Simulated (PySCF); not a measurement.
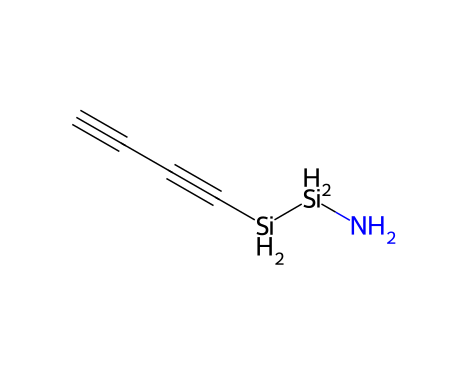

The geometry was computed by an optimisation with GFN2-xTB. No frequency run is at hand to confirm it as a minimum. Level of theory: B3LYP/def2-SVPD, gas phase (PySCF 2.14.0). Excitations: vertical, linear response.

Q: Estimate the lowest vertical singlet excitation.

A: 4.43 eV.

Q: Give the HOMO energy (Kohn–Sham orbital) at this level.

A: −7.12 eV.

Q: What is the brightest of the 8 lowest singlets?

A: 6.09 eV.

Q: Estimate the dipole moment.

A: 1.36 D.

The geometry is semi-empirical. Around Si such bond lengths and angles can be off by a tenth of an ångström or more and by several degrees, and values that hang on the shape move with them.
